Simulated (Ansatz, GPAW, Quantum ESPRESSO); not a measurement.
# The valence band of PH12C6N3 as photoemission sees it, part 6 of 8

Aim: the valence spectrum of PH12C6N3 from He I to hard X-rays, and which orbitals make each feature.

Ansatz 0.2.0, Quantum ESPRESSO 7.5 and GPAW 26.7.0; DFT, LDA, plane-wave PAW, default files, scalar-relativistic (the session's first sound run).

So far. Step 2 (Self-consistent run, DOS and bands): At this level the gap is 3.61 eV on the path. Step 3 (The same cell in Quantum ESPRESSO): At this level the gap is 3.61 eV on the k-mesh of the self-consistent run, which can miss the band edges.

## Step 6: Quantum ESPRESSO: bands

Level of this step: DFT, LDA, plane waves, ultrasoft GBRV pseudopotentials, scalar-relativistic (Quantum ESPRESSO).

The bands are solved at chosen points on the fixed potential.

The input, bands.in:

```
&control
  calculation = 'bands'
  prefix = 'pes'
  outdir = './tmp'
  pseudo_dir = './pp'
  verbosity = 'high'
/
&system
  ibrav = 0
  nat = 22
  ntyp = 4
  ecutwfc = 40.0
  ecutrho = 200.0
  occupations = 'smearing'
  nbnd = 68
  smearing = 'fd'
  degauss = 0.00147
/
&electrons
  conv_thr = 2.2e-08
  mixing_beta = 0.5
  electron_maxstep = 120
  diago_full_acc = .true.
/
ATOMIC_SPECIES
P 30.9738 p_lda_v1.5.uspp.F.UPF
N 14.0070 n_lda_v1.2.uspp.F.UPF
C 12.0110 c_lda_v1.2.uspp.F.UPF
H 1.0080 h_lda_v1.4.uspp.F.UPF
CELL_PARAMETERS angstrom
 4.809081433 2.776524460 2.334999721
 -4.809081433 2.776524460 2.334999721
 0.000000000 -5.553048920 2.334999721
ATOMIC_POSITIONS crystal
P 0.000000000 0.000000000 0.000000000
N 0.257700000 0.513600000 0.257700000
N 0.513600000 0.257700000 0.257700000
N 0.257700000 0.257700000 0.513600000
C 0.488050000 0.488050000 0.241300000
C 0.488050000 0.241300000 0.488050000
C 0.241300000 0.488050000 0.488050000
C 0.040200000 0.327200000 0.040200000
C 0.327200000 0.040200000 0.040200000
C 0.040200000 0.040200000 0.327200000
H 0.638000000 0.638000000 0.402000000
H 0.638000000 0.402000000 0.638000000
H 0.402000000 0.638000000 0.638000000
H 0.507300000 0.507300000 0.073800000
H 0.507300000 0.073800000 0.507300000
H 0.073800000 0.507300000 0.507300000
H 0.354400000 0.058600000 0.875400000
H 0.875400000 0.354400000 0.058600000
H 0.058600000 0.875400000 0.354400000
H 0.058600000 0.354400000 0.875400000
H 0.354400000 0.875400000 0.058600000
H 0.875400000 0.058600000 0.354400000
K_POINTS crystal
62
 0.00000000 0.00000000 0.00000000 1
 0.04166667 0.00000000 0.00000000 1
 0.08333333 0.00000000 0.00000000 1
 0.12500000 0.00000000 0.00000000 1
 0.16666667 0.00000000 0.00000000 1
 0.20833333 0.00000000 0.00000000 1
 ! [... 54 more points ...]
 0.45833333 -0.45833333 0.00000000 1
 0.50000000 -0.50000000 0.00000000 1
```

The run is started by

```bash
> OMP_NUM_THREADS=1 mpirun -n 2 pw.x -nk 2 -in bands.in > bands.out
```

The log of the run:

```text
[banner, memory and clock lines left out]
Program PWSCF v.7.5 starts

          URL

     Atomic positions and unit cell read from directory:
     ./tmp/pes.save/

     Message from routine setup:
     using ibrav=0 with symmetry is DISCOURAGED, use correct ibrav instead

     G-vector sticks info

     bravais-lattice index     =            0
     lattice parameter (alat)  =      11.3837  a.u.
     unit-cell volume          =    1262.4039 (a.u.)^3
     number of atoms/cell      =           22
     number of atomic types    =            4
     number of electrons       =        56.00
     number of Kohn-Sham states=           68
     kinetic-energy cutoff     =      40.0000  Ry
     charge density cutoff     =     200.0000  Ry
     Exchange-correlation=  SLA  PZ   NOGX NOGC
                           (   1   1   0   0   0   0   0)

     celldm(1)=  11.383710  celldm(2)=   0.000000  celldm(3)=   0.000000
     celldm(4)=   0.000000  celldm(5)=   0.000000  celldm(6)=   0.000000

     crystal axes: (cart. coord. in units of alat)
               a(1) = (   0.798320   0.460910   0.387616 )
               a(2) = (  -0.798320   0.460910   0.387616 )
               a(3) = (   0.000000  -0.921821   0.387616 )

     reciprocal axes: (cart. coord. in units 2 pi/alat)
               b(1) = (  0.626315  0.361603  0.859957 )
               b(2) = ( -0.626315  0.361603  0.859957 )
               b(3) = (  0.000000 -0.723206  0.859957 )

     PseudoPot. # 1 for P  read from file:
     ./pp/p_lda_v1.5.uspp.F.UPF
     Pseudo is Ultrasoft + core correction, Zval =  5.0
     Generated by new atomic code, or converted to UPF format
     Using radial grid of  903 points,  6 beta functions with:
                l(1) =   0
                l(2) =   0
                l(3) =   1
                l(4) =   1
                l(5) =   2
                l(6) =   2
     Q(r) pseudized with  8 coefficients,  rinner =    1.300   1.300   1.300
                                                       1.300   1.300

     PseudoPot. # 2 for N  read from file:
     ./pp/n_lda_v1.2.uspp.F.UPF
     Pseudo is Ultrasoft + core correction, Zval =  5.0
     Generated by new atomic code, or converted to UPF format
     Using radial grid of  729 points,  4 beta functions with:
                l(1) =   0
                l(2) =   0
                l(3) =   1
                l(4) =   1
     Q(r) pseudized with  8 coefficients,  rinner =    0.900   0.900   0.900

     PseudoPot. # 3 for C  read from file:
     ./pp/c_lda_v1.2.uspp.F.UPF
     Pseudo is Ultrasoft + core correction, Zval =  4.0
     Generated by new atomic code, or converted to UPF format
     Using radial grid of  721 points,  4 beta functions with:
                l(1) =   0
                l(2) =   0
                l(3) =   1
                l(4) =   1
     Q(r) pseudized with  8 coefficients,  rinner =    1.100   1.100   1.100

     PseudoPot. # 4 for H  read from file:
     ./pp/h_lda_v1.4.uspp.F.UPF
     Pseudo is Ultrasoft, Zval =  1.0
     Generated by new atomic code, or converted to UPF format
     Using radial grid of  615 points,  2 beta functions with:
                l(1) =   0
                l(2) =   0
     Q(r) pseudized with  8 coefficients,  rinner =    0.700

     atomic species   valence    mass     pseudopotential
     P                 5.00    30.97380     P ( 1.00)
     N                 5.00    14.00700     N ( 1.00)
     C                 4.00    12.01100     C ( 1.00)
     H                 1.00     1.00800     H ( 1.00)

      6 Sym. Ops. (no inversion) found

                                    s                        frac. trans.

      isym =  1     identity

 cryst.   s( 1) = (     1          0          0      )
                  (     0          1          0      )
                  (     0          0          1      )

 cart.    s( 1) = (  1.0000000 -0.0000000  0.0000000 )
                  ( -0.0000000  1.0000000 -0.0000000 )
                  (  0.0000000  0.0000000  1.0000000 )

      isym =  2     120 deg rotation - cryst. axis [0,0,1]

 cryst.   s( 2) = (     0          1          0      )
                  (     0          0          1      )
                  (     1          0          0      )

 cart.    s( 2) = ( -0.5000000 -0.8660254 -0.0000000 )
                  (  0.8660254 -0.5000000 -0.0000000 )
                  (  0.0000000 -0.0000000  1.0000000 )

      isym =  3     120 deg rotation - cryst. axis [0,0,-1]

 cryst.   s( 3) = (     0          0          1      )
                  (     1          0          0      )
                  (     0          1          0      )

 cart.    s( 3) = ( -0.5000000  0.8660254  0.0000000 )
                  ( -0.8660254 -0.5000000 -0.0000000 )
                  ( -0.0000000  0.0000000  1.0000000 )

      isym =  4     inv. 180 deg rotation - cart. axis [1,0,0]

 cryst.   s( 4) = (     0          1          0      )
                  (     1          0          0      )
                  (     0          0          1      )

 cart.    s( 4) = ( -1.0000000 -0.0000000  0.0000000 )
                  (  0.0000000  1.0000000 -0.0000000 )
                  ( -0.0000000  0.0000000  1.0000000 )

      isym =  5     inv. 180 deg rotation - cryst. axis [0,1,0]

 cryst.   s( 5) = (     1          0          0      )
                  (     0          0          1      )
                  (     0          1          0      )

 cart.    s( 5) = (  0.5000000  0.8660254  0.0000000 )
                  (  0.8660254 -0.5000000 -0.0000000 )
                  (  0.0000000  0.0000000  1.0000000 )

      isym =  6     inv. 180 deg rotation - cryst. axis [1,1,0]

 cryst.   s( 6) = (     0          0          1      )
                  (     0          1          0      )
                  (     1          0          0      )

 cart.    s( 6) = (  0.5000000 -0.8660254 -0.0000000 )
                  ( -0.8660254 -0.5000000 -0.0000000 )
                  ( -0.0000000 -0.0000000  1.0000000 )

   Cartesian axes

     site n.     atom                  positions (alat units)
         1        P      tau(   1) = (   0.0000000   0.0000000   0.0000000  )
         2        N      tau(   2) = (  -0.2042902   0.1179470   0.3988570  )
         3        N      tau(   3) = (   0.2042902   0.1179470   0.3988570  )
         4        N      tau(   4) = (  -0.0000000  -0.2358940   0.3988570  )
         5        C      tau(   5) = (   0.0000000   0.2274593   0.4718839  )
         6        C      tau(   6) = (   0.1969855  -0.1137296   0.4718839  )
         7        C      tau(   7) = (  -0.1969855  -0.1137296   0.4718839  )
         8        C      tau(   8) = (  -0.2291179   0.1322813   0.1579923  )
[...]
Computing kpt #:     8  of    31 on this pool

     Computing kpt #:     9  of    31 on this pool

     Computing kpt #:    10  of    31 on this pool

     Computing kpt #:    11  of    31 on this pool

     Computing kpt #:    12  of    31 on this pool

     Computing kpt #:    13  of    31 on this pool

     Computing kpt #:    14  of    31 on this pool

     Computing kpt #:    15  of    31 on this pool

     Computing kpt #:    16  of    31 on this pool

[...]
Computing kpt #:    24  of    31 on this pool

     Computing kpt #:    25  of    31 on this pool

     Computing kpt #:    26  of    31 on this pool

     Computing kpt #:    27  of    31 on this pool

     Computing kpt #:    28  of    31 on this pool

     Computing kpt #:    29  of    31 on this pool

     Computing kpt #:    30  of    31 on this pool

     Computing kpt #:    31  of    31 on this pool

     ethr =  3.93E-11,  avg # of iterations = 79.5

     End of band structure calculation

          k = 0.0000 0.0000 0.0000 (  5409 PWs)   bands (ev):

   -18.1549 -15.5829 -15.5829 -12.2551 -10.6899 -10.6899  -9.0799  -9.0799
    -8.2892  -7.3293  -5.6590  -5.2116  -5.2116  -5.0885  -4.4747  -4.4747
    -2.3922  -2.3922  -2.2783  -2.2783  -2.2628  -2.2249  -1.6765  -1.6765
    -1.3799   1.1736   1.5001   1.5001   6.0227   7.0771   7.0771   7.9803
     8.3359   8.3359   8.3425   8.3425   8.6793   9.4139  10.5971  10.5971
    10.6090  10.8698  10.8698  11.1647  11.1647  11.5064  11.6097  11.6097
    12.4195  13.0083  13.0083  13.4242  13.4242  14.0643  14.5962  14.5962
    14.7032  16.0282  16.1068  16.1068  16.3456  16.3456  16.9129  17.2900
    17.7519  18.4433  18.4433  18.6092

          k = 0.0261 0.0151 0.0358 (  5423 PWs)   bands (ev):

   -18.1546 -15.5837 -15.5830 -12.2560 -10.6900 -10.6895  -9.0803  -9.0802
    -8.2863  -7.3253  -5.6571  -5.2172  -5.2125  -5.0916  -4.4719  -4.4704
    -2.3961  -2.3915  -2.2919  -2.2753  -2.2550  -2.2249  -1.6789  -1.6778
    -1.3862   1.1832   1.5000   1.5064   6.0329   7.0475   7.0648   7.9593
     8.2373   8.2639   8.4271   8.4742   8.6992   9.4081  10.5385  10.6041
    10.6589  10.8496  10.8548  11.1527  11.1555  11.4994  11.6484  11.6549
    12.4200  12.9876  13.0105  13.4190  13.4422  14.0587  14.5454  14.5833
    14.7404  16.0151  16.0337  16.1297  16.3572  16.4329  16.9073  17.2822
    17.7715  18.3664  18.4423  18.6081

          k = 0.0522 0.0301 0.0717 (  5421 PWs)   bands (ev):

[...]
17.8337  18.2323  18.4290  18.6149

          k = 0.0783 0.0452 0.1075 (  5422 PWs)   bands (ev):

[...]
17.9375  18.1069  18.3967  18.6408

          k = 0.1044 0.0603 0.1433 (  5415 PWs)   bands (ev):

[...]
18.0191  18.0427  18.3856  18.6793

          k = 0.1305 0.0753 0.1792 (  5409 PWs)   bands (ev):

[...]
17.9819  18.0549  18.4765  18.7238

          k = 0.1566 0.0904 0.2150 (  5411 PWs)   bands (ev):

[...]
17.9891  17.9902  18.6142  18.7837

          k = 0.1827 0.1055 0.2508 (  5399 PWs)   bands (ev):

[...]
17.9118  18.0188  18.6972  18.8656

          k = 0.2088 0.1205 0.2867 (  5386 PWs)   bands (ev):

[...]
17.8459  18.0504  18.7386  18.9157

          k = 0.2349 0.1356 0.3225 (  5399 PWs)   bands (ev):

[...]
17.8038  18.0720  18.7640  18.9177

          k = 0.2610 0.1507 0.3583 (  5395 PWs)   bands (ev):

[...]
17.7859  18.0789  18.7644  18.9154

          k = 0.2871 0.1657 0.3941 (  5395 PWs)   bands (ev):

[...]
17.7833  18.0751  18.7405  18.9338

          k = 0.3132 0.1808 0.4300 (  5386 PWs)   bands (ev):

[...]
17.7844  18.0718  18.7271  18.9456

          k = 0.3393 0.1356 0.4300 (  5392 PWs)   bands (ev):

[...]
17.7932  18.0615  18.7537  18.8890

          k = 0.3654 0.0904 0.4300 (  5390 PWs)   bands (ev):

[...]
17.8092  18.0462  18.7369  18.8348

          k = 0.3914 0.0452 0.4300 (  5384 PWs)   bands (ev):

[...]
17.8010  18.0705  18.6536  18.7812

          k = 0.4175-0.0000 0.4300 (  5382 PWs)   bands (ev):

[...]
k = 0.4436-0.0452 0.4300 (  5386 PWs)   bands (ev):

[...]
k = 0.4697-0.0904 0.4300 (  5382 PWs)   bands (ev):

[...]
k = 0.4958-0.1356 0.4300 (  5382 PWs)   bands (ev):

[...]
k = 0.5219-0.1808 0.4300 (  5386 PWs)   bands (ev):

[...]
k = 0.5480-0.2260 0.4300 (  5374 PWs)   bands (ev):

[...]
k = 0.5741-0.2712 0.4300 (  5370 PWs)   bands (ev):

[...]
k = 0.6002-0.3164 0.4300 (  5358 PWs)   bands (ev):

[...]
k = 0.6263-0.3616 0.4300 (  5378 PWs)   bands (ev):

[...]
k = 0.6263-0.3616 0.3837 (  5363 PWs)   bands (ev):

[...]
k = 0.6263-0.3616 0.3373 (  5354 PWs)   bands (ev):

[...]
k = 0.6263-0.3616 0.2910 (  5357 PWs)   bands (ev):

[...]
k = 0.6263-0.3616 0.2447 (  5370 PWs)   bands (ev):

[...]
k = 0.6263-0.3616 0.1984 (  5379 PWs)   bands (ev):

[...]
k = 0.6263-0.3616 0.1521 (  5379 PWs)   bands (ev):

[...]
k = 0.6263-0.3616 0.1057 (  5391 PWs)   bands (ev):

[...]
k = 0.6263-0.3616 0.0594 (  5382 PWs)   bands (ev):

[...]
k = 0.6263-0.3616 0.0131 (  5385 PWs)   bands (ev):

[...]
k = 0.6263-0.3616-0.0332 (  5379 PWs)   bands (ev):

[...]
k = 0.6263-0.3616-0.0796 (  5406 PWs)   bands (ev):

[...]
k = 0.6263-0.3616-0.1259 (  5412 PWs)   bands (ev):

[...]
k = 0.0000-0.0000 0.7341 (  5412 PWs)   bands (ev):

[...]
k = 0.0000 0.0000 0.6729 (  5394 PWs)   bands (ev):

[...]
k =-0.0000-0.0000 0.6117 (  5400 PWs)   bands (ev):

[...]
k = 0.0000 0.0000 0.5506 (  5400 PWs)   bands (ev):

[...]
k = 0.0000-0.0000 0.4894 (  5427 PWs)   bands (ev):

[...]
18.1801  18.2367  18.2367  19.0522

          k = 0.0000-0.0000 0.4282 (  5412 PWs)   bands (ev):

[...]
18.3190  18.3190  18.4308  19.1199

          k = 0.0000-0.0000 0.3670 (  5418 PWs)   bands (ev):

[...]
18.3757  18.3757  18.5120  19.1080

          k =-0.0000-0.0000 0.3059 (  5385 PWs)   bands (ev):

[...]
18.3991  18.3991  18.4624  19.0554

          k = 0.0000-0.0000 0.2447 (  5391 PWs)   bands (ev):

[...]
18.3096  18.4076  18.4076  18.9472

          k = 0.0000-0.0000 0.1835 (  5424 PWs)   bands (ev):

[...]
18.1074  18.4144  18.4144  18.8222

          k = 0.0000-0.0000 0.1223 (  5436 PWs)   bands (ev):

[...]
17.9217  18.4228  18.4228  18.7160

          k = 0.0000-0.0000 0.0612 (  5421 PWs)   bands (ev):

[...]
-2.3905  -2.3905  -2.2745  -2.2745  -2.2716  -2.2266  -1.6791  -1.6791
    -1.4009   1.1995   1.5028   1.5028   6.0430   7.0251   7.0251   7.9967
     8.1942   8.1942   8.5478   8.5478   8.6924   9.3825  10.6016  10.6125
    10.6125  10.8186  10.8186  11.1346  11.1346  11.5000  11.6780  11.6780
    12.4195  12.9796  12.9796  13.4456  13.4456  14.0437  14.5518  14.5518
    14.6933  16.0622  16.0639  16.0639  16.4587  16.4587  16.8630  17.2733
    17.7961  18.4350  18.4350  18.6399

          k = 0.0000 0.0000 0.0000 (  5409 PWs)   bands (ev):

   -18.1549 -15.5829 -15.5829 -12.2551 -10.6899 -10.6899  -9.0799  -9.0799
    -8.2892  -7.3293  -5.6590  -5.2116  -5.2116  -5.0885  -4.4747  -4.4747
[... further rows ...]
```

Wall time 6.9 min (2 MPI ranks of Arm Neoverse V2, shared host).

Numbers from this step:

| Quantity | Value |
| --- | --- |
| least direct gap on the path | 3.775 eV |

The electronic bands at the labelled points (eV, zero at the valence-band maximum; v1 is the highest filled band, c1 the lowest empty one):

| point | v4 | v3 | v2 | v1 | c1 | c2 | c3 | c4 |
| --- | --- | --- | --- | --- | --- | --- | --- | --- |
| Γ | -3.48 | -0.92 | -0.59 | -0.59 | 3.93 | 4.98 | 4.98 | 5.88 |
| L | -3.77 | -0.60 | -0.49 | -0.17 | 3.61 | 4.39 | 5.23 | 5.42 |
| T | -3.84 | -0.35 | 0.00 | 0.00 | 3.78 | 3.78 | 5.23 | 5.39 |
| P0 | -3.61 | -0.72 | -0.24 | -0.24 | 4.10 | 4.10 | 4.63 | 5.45 |
| jump to P2 | -3.61 | -0.72 | -0.24 | -0.24 | 4.10 | 4.10 | 4.63 | 5.45 |
| Γ | -3.48 | -0.92 | -0.59 | -0.59 | 3.93 | 4.98 | 4.98 | 5.88 |
| F | -3.45 | -0.84 | -0.45 | -0.01 | 4.20 | 4.22 | 4.67 | 5.01 |

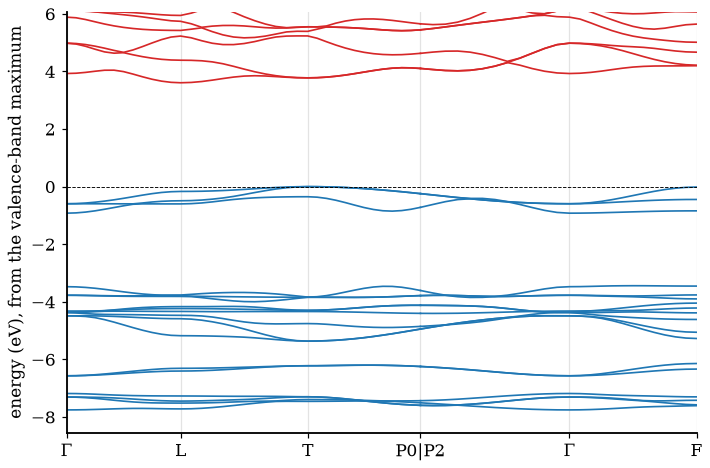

Electronic bands along the path; lines of filled and empty bands in two colours.

On this path the gap is indirect, 3.61 eV, with the valence top at T and the conduction bottom at L. The least direct gap is 3.77 eV.

(Continued in part 7 of 8.)

[Logs are printed without paths, hosts, clocks, repeated set-up lines and the standing remarks that a program may print on its own settings, such as how far it seeks lower states.]

[Hosts, paths, dates, database ids (printed as entryN), source tags and the programs' standing remarks are cut or masked in the printed files.]

[Maps of the electrostatic potential energy from Ansatz leave out the sawtooth potential of an applied field or a dipole correction, so their vacuum need not be flat; work functions include it.]

[Peak lists hold at most the 14 tallest peaks of each spectrum; further lines can be left out.]
